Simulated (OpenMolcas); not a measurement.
Energy and gradient calculation, with input and output: AlNH$_{4}$ (part 1 of 2)

AlNH$_{4}$, computed with CASSCF/ANO-RCC-VDZP, DKH2 (OpenMolcas 26.06).

The geometry comes from this level: GFN2-xTB.

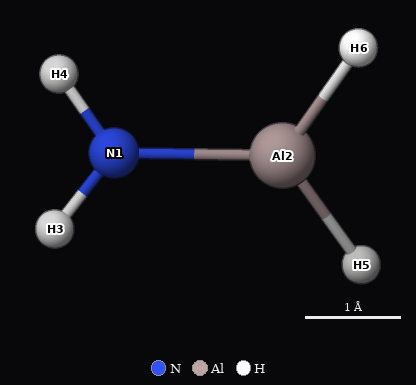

Figure 1. The input geometry (ball-and-stick view, seen at a tilt; atoms are numbered from 1 in the order of the input). Sticks mark near contacts. Bond lengths as drawn: Al–H 1.54 Å, Al–N 1.77 Å and H–N 1.01 Å.

The input
```
&GATEWAY
  Coord
  6
  angstrom
  N        0.033300      -0.953610       0.082480
  Al      -0.024060       0.812590      -0.075910
  H        0.544950      -1.604770      -0.502640
  H       -0.449880      -1.502170       0.786600
  H        0.093740       1.518160      -1.441160
  H       -0.198060       1.729800       1.150640
  Basis
  ANO-RCC-VDZP
  Group
  NoSym

&SEWARD

&RASSCF
  FileOrb
  $CurrDir/step2.RasOrb
  Spin
  1
  Nactel
  6 0 0
  Inactive
  9
  Ras2
  6
  CIRoot
  3 3 1
  RlxRoot
  3
  OrbListing
  Few
  OrbAppear
  Compact

&ALASKA
```

Hardware: 1 thread of Arm Neoverse V2, 24 GiB of memory available, shared host.

Launch command:
```bash
export MOLCAS_MEM=1860
pymolcas step15.inp > step15.log
```

The program's output
```
--- Start Module: gateway ---

                                              &GATEWAY

                       available to each process: 1.9 GB of memory, 1 thread

++    Symmetry information:
      ---------------------

                    Character Table for C1

                             E
                    a        1  x, y, xy, Rz, z, xz, Ry, yz, Rx, I
--

++    Basis set information:
      ----------------------

      Basis set label: N.ANO-RCC...3S2P1D.

      Electronic valence basis set:
      ------------------
      Associated Effective Charge   7.000000 au
      Associated Actual Charge      7.000000 au
      Nuclear Model: Point charge

      Shell  nPrim  nBasis  Cartesian Spherical Contaminant
         s      14       3        X
         p       9       2        X
         d       4       1                 X

      Basis set label: AL.ANO-RCC...4S3P1D.

      Electronic valence basis set:
      ------------------
      Associated Effective Charge  13.000000 au
      Associated Actual Charge     13.000000 au
      Nuclear Model: Point charge

      Shell  nPrim  nBasis  Cartesian Spherical Contaminant
         s      17       4        X
         p      12       3        X
         d       5       1                 X

      Basis set label: H.ANO-RCC...2S1P.

      Electronic valence basis set:
      ------------------
      Associated Effective Charge   1.000000 au
      Associated Actual Charge      1.000000 au
      Nuclear Model: Point charge

      Shell  nPrim  nBasis  Cartesian Spherical Contaminant
         s       8       2        X
         p       4       1        X
--

++    Molecular structure info:
      -------------------------

                    ************************************************
                    **** Cartesian Coordinates / bohr, angstrom ****
                    ************************************************

     Center  Label                x              y              z                     x              y              z
        1      N1               0.062928      -1.802062       0.155865              0.033300      -0.953610       0.082480
        2      AL2             -0.045467       1.535573      -0.143449             -0.024060       0.812590      -0.075910
        3      H3               1.029806      -3.032576      -0.949852              0.544950      -1.604770      -0.502640
        4      H4              -0.850150      -2.838690       1.486459             -0.449880      -1.502170       0.786600
        5      H5               0.177143       2.868907      -2.723398              0.093740       1.518160      -1.441160
        6      H6              -0.374279       3.268848       2.174394             -0.198060       1.729800       1.150640

                    ***************************************
                    *    InterNuclear Distances / bohr    *
                    ***************************************

               1 N1            2 AL2           3 H3            4 H4            5 H5            6 H6
    1 N1       0.000000
    2 AL2      3.352781        0.000000
    3 H3       1.916149        4.761772        0.000000
    4 H4       1.918017        4.736907        3.083413        0.000000
    5 H5       5.488273        2.912640        6.220932        7.166232        0.000000
    6 H6       5.475376        2.912861        7.172190        6.164554        4.944936        0.000000

                    *******************************************
                    *    InterNuclear Distances / angstrom    *
                    *******************************************

               1 N1            2 AL2           3 H3            4 H4            5 H5            6 H6
    1 N1       0.000000
    2 AL2      1.774215        0.000000
    3 H3       1.013982        2.519821        0.000000
    4 H4       1.014971        2.506663        1.631672        0.000000
    5 H5       2.904269        1.541303        3.291975        3.792207        0.000000
    6 H6       2.897444        1.541420        3.795360        3.262142        2.616747        0.000000

                    **************************************
                    *    Valence Bond Angles / degree    *
                    **************************************
                          Atom centers                 Phi
                      3 H3       1 N1       4 H4       107.06
                      5 H5       2 AL2      6 H6       116.17
--

            Nuclear Potential Energy             52.52754066 au

--- Stop Module: gateway /rc=_RC_ALL_IS_WELL_ ---

--- Start Module: seward ---

                                              &SEWARD

                       available to each process: 1.9 GB of memory, 1 thread

               SEWARD will generate:
                  Multipole Moment integrals up to order  2
                  Kinetic Energy integrals
                  Nuclear Attraction integrals (point charge)
                  One-Electron Hamiltonian integrals
                  Velocity integrals
                  Relativistic Douglas-Kroll-Hess integrals:
                    - Parametrization         : EXP
                    - DKH order of Hamiltonian: 2
                    - DKH order of Properties : 0
                         - multipole moment operators
                         - electric potential operators
                         - contact operators
                  Orbital angular momentum around ( -0.0081   0.3658  -0.0378 )
                  Velocity quadrupole around ( -0.0081   0.3658  -0.0378 )
                  Atomic mean-field integrals
                  Two-Electron Repulsion integrals

                   Integrals are discarded if absolute value <: 1.00E-14
                   Integral cutoff threshold is set to       <: 1.00E-16

            Nuclear Potential Energy             52.52754066 au

      Basis set specifications :
      Symmetry species         a
      Basis functions           52

--- Stop Module: seward /rc=_RC_ALL_IS_WELL_ ---
--- Module seward spent 2 seconds ---

--- Start Module: rasscf ---

                                              &RASSCF

                       available to each process: 1.9 GB of memory, 1 thread

      Header of the ONEINT file:
      --------------------------

      OrdInt status: non-squared

      Cartesian coordinates in angstrom:
      -----------------------------------------------------
      No.  Label        X            Y            Z
      -----------------------------------------------------
       1   N1         0.03330000  -0.95361000   0.08248000
       2   AL2       -0.02406000   0.81259000  -0.07591000
       3   H3         0.54495000  -1.60477000  -0.50264000
       4   H4        -0.44988000  -1.50217000   0.78660000
       5   H5         0.09374000   1.51816000  -1.44116000
       6   H6        -0.19806000   1.72980000   1.15064000
      -----------------------------------------------------
      Nuclear repulsion energy =   52.52754066

++    Wave function specifications:
      -----------------------------

      Number of closed shell electrons          18
      Number of electrons in active shells       6
      Max number of holes in RAS1 space          0
      Max nr of electrons in RAS3 space          0
      Number of inactive orbitals                9
      Number of active orbitals                  6
      Number of secondary orbitals              37
      Spin quantum number                      0.0
      State symmetry                             1
--

++    Orbital specifications:
      -----------------------

      Symmetry species                           1
                                                 a
      Frozen orbitals                            0
      Inactive orbitals                          9
      Active orbitals                            6
      RAS1 orbitals                              0
      RAS2 orbitals                              6
      RAS3 orbitals                              0
      Secondary orbitals                        37
      Deleted orbitals                           0
      Number of basis functions                 52
--

++    CI expansion specifications:
      ----------------------------

      Number of CSFs                           175
      Number of spin combinations              210
      Number of determinants                   400
      Number of root(s) required                 3
      Root chosen for geometry opt.              3
      CI roots used                              1     2     3
      weights                                0.333 0.333 0.333
      highest root included in the CI            3
      max. size of the explicit Hamiltonian    175
--

++    Optimization specifications:
      ----------------------------

      RASSCF algorithm: Conventional
      Maximum number of macro iterations       200
      Maximum number of SX iterations          100
      Threshold for RASSCF energy            1.000E-08
      Threshold for max MO rotation          1.000E-01
      Threshold for max BLB element          1.000E-04
      Level shift parameter                  5.000E-01
      Make Quasi-Newton update
--

      The MO-coefficients are taken from the file:
      step2.RasOrb
      Title: RASSCF average (pseudo-natural) orbitals

      Total molecular charge    0.00

      ************************************************************************************************************************
      *                                            Wave function control section                                             *
      ************************************************************************************************************************

                                         RASSCF iterations: Energy and convergence statistics
                                         ----------------------------------------------------

          iter iter root      energy       change     param      element    value   shift minimum  type update hh:mm:ss
 Nr of preliminary CI iterations:   1
        1   1    4    0  -299.07512705    0.00E+00   5.03E-05   13  16 1  8.02E-06   0.31   0.00    SX    NO    0:00:00
        2   1    4    0  -299.07512706   -2.51E-09   3.65E-05   13  16 1  7.35E-06   0.31   0.00    SX    NO    0:00:00
        3   1    4    0  -299.07512706   -1.44E-09   3.38E-05   13  16 1  6.75E-06   0.31   0.00    SX    NO    0:00:00
        4   1    4    0  -299.07512706   -1.02E-09   3.03E-05   13  16 1  6.22E-06   0.31   0.00    SX    NO    0:00:00
      Convergence after  4 iterations
        5   1    4    0  -299.07512706   -7.89E-10   3.03E-05   13  16 1  5.74E-06   0.31   0.00    SX    NO    0:00:00

      ************************************************************************************************************************
                                                      Wave function printout:
                       occupation of active orbitals, and spin coupling of open shells (u,d: Spin up or down)
      ************************************************************************************************************************

      Note: transformation to natural orbitals
      has been made, which may change the order of the CSFs.

      printout of CI-coefficients larger than  0.05 for root  1
      energy=    -299.243306
      conf/sym  111111     Coeff  Weight
             1  222000  -0.97446 0.94957
             5  2u2d00   0.15848 0.02512
            34  202002   0.06525 0.00426
            39  ud20ud   0.06299 0.00397
            43  022020   0.06999 0.00490
            55  uu20dd  -0.05106 0.00261

      printout of CI-coefficients larger than  0.05 for root  2
      energy=    -299.010914
      conf/sym  111111     Coeff  Weight
             1  222000   0.15766 0.02486
             2  22ud00  -0.32746 0.10723
             5  2u2d00   0.91087 0.82969
            17  2ud200   0.05426 0.00294
            29  202200   0.06329 0.00401
            32  202u0d  -0.09332 0.00871
            36  ud2ud0  -0.06613 0.00437
            53  uu2dd0  -0.05685 0.00323
           113  0u2d20  -0.05830 0.00340

      printout of CI-coefficients larger than  0.05 for root  3
      energy=    -298.971161
      conf/sym  111111     Coeff  Weight
             2  22ud00  -0.92430 0.85432
             5  2u2d00  -0.32423 0.10512
            17  2ud200   0.09562 0.00914
            78  20ud02   0.06234 0.00389
            83  ududud   0.05943 0.00353
            89  02ud20   0.06622 0.00438

      Natural orbitals and occupation numbers for root  1
      sym 1:   1.979791   1.973350   1.999308   0.000929   0.020386   0.026237

      Natural orbitals and occupation numbers for root  2
      sym 1:   1.978706   1.255078   1.987578   0.746348   0.020953   0.011337

      Natural orbitals and occupation numbers for root  3
      sym 1:   1.978084   1.958104   1.025282   0.996109   0.022034   0.020387

      ************************************************************************************************************************
      *                                                    Final results                                                     *
      ************************************************************************************************************************

++    Final optimization conditions:
      ------------------------------

      Average CI energy                            -299.07512706
      RASSCF energy for state  3                   -298.97116130
      Super-CI energy                                -0.00000000
      RASSCF energy change                           -0.00000000
      Max change in MO coefficients               1.963E-05
      Max non-diagonal density matrix element     3.029E-05
      Maximum BLB matrix element                  5.744E-06
      (orbital pair  13,  16 in symmetry   1)
      Norm of electronic gradient            8.220E-02
--

      Final state energy(ies):
      ------------------------

::    RASSCF root number  1 Total energy:   -299.24330574
::    RASSCF root number  2 Total energy:   -299.01091415
::    RASSCF root number  3 Total energy:   -298.97116130

++    Molecular orbitals:
      -------------------

      Pseudonatural active orbitals and approximate occupation numbers

      MOLECULAR ORBITALS FOR SYMMETRY SPECIES 1: a

      INDEX  ENERGY  OCCUPATION COEFFICIENTS ...
          1  -58.5615    2.0000
                15 AL2    1s     ( 0.9999)
          2  -15.5829    2.0000
                 1 N1     1s     ( 0.9999)
          3   -4.8824    2.0000
                16 AL2    2s     ( 0.9984)
          4   -3.1772    2.0000
                22 AL2    2py    (-0.9941)
          5   -3.1762    2.0000
                19 AL2    2px    (-0.5889)  25 AL2    2pz    ( 0.8047)
          6   -3.1758    2.0000
                19 AL2    2px    ( 0.8077)  25 AL2    2pz    ( 0.5840)
          7   -1.0781    2.0000
                 2 N1     2s     ( 0.4930)   6 N1     2py    (-0.2404)  33 H3     1s     ( 0.3364)  38 H4     1s     ( 0.3357)

          8   -0.6790    2.0000
                 4 N1     2px    (-0.3877)   8 N1     2pz    ( 0.4750)  33 H3     1s     (-0.3704)  38 H4     1s     ( 0.3690)

          9   -0.5339    2.0000
                17 AL2    3s     ( 0.4651)  23 AL2    3py    ( 0.1928)  43 H5     1s     ( 0.3748)  48 H6     1s     ( 0.3740)

         10   -0.6701    1.9774
                 2 N1     2s     (-0.4810)   6 N1     2py    (-0.6405)  23 AL2    3py    ( 0.2750)  33 H3     1s     ( 0.1560)
                38 H4     1s     ( 0.1589)
         11   -0.3694    1.6404
                 4 N1     2px    ( 0.7081)   8 N1     2pz    ( 0.5525)
         12   -0.3826    1.6663
                26 AL2    3pz    (-0.4350)  29 AL2    3d1-   (-0.1208)  43 H5     1s     ( 0.4329)  48 H6     1s     (-0.4338)

         13    0.0209    0.6736
                 4 N1     2px    (-0.2228)  20 AL2    3px    ( 1.0183)
         14    0.6796    0.0225
                 2 N1     2s     ( 0.3825)   3 N1     3s     (-0.3572)   6 N1     2py    ( 0.4534)   7 N1     3py    (-0.5038)
                17 AL2    3s     (-0.3006)  18 AL2    4s     ( 0.1194)  23 AL2    3py    ( 0.6181)  30 AL2    3d0    ( 0.1402)
                32 AL2    3d2+   ( 0.1234)  33 H3     1s     ( 0.1263)  38 H4     1s     ( 0.1327)
         15    0.7243    0.0197
                 4 N1     2px    ( 0.2043)   5 N1     3px    (-0.6308)   8 N1     2pz    ( 0.2224)   9 N1     3pz    (-0.4683)
                20 AL2    3px    ( 0.1534)  26 AL2    3pz    (-0.2469)  28 AL2    3d2-   ( 0.2150)  29 AL2    3d1-   ( 0.1984)
                43 H5     1s     (-0.1633)  48 H6     1s     ( 0.1650)
         16    0.0746    0.0000
                 1 N1     1s     (-0.1334)   2 N1     2s     (-0.9521)   3 N1     3s     (-0.3609)   6 N1     2py    ( 0.5330)
                 7 N1     3py    ( 0.2871)  16 AL2    2s     ( 0.1829)  17 AL2    3s     (-0.6132)  18 AL2    4s     (-0.1361)
                33 H3     1s     ( 0.8272)  34 H3     2s     ( 0.6324)  38 H4     1s     ( 0.8246)  39 H4     2s     ( 0.6307)
```
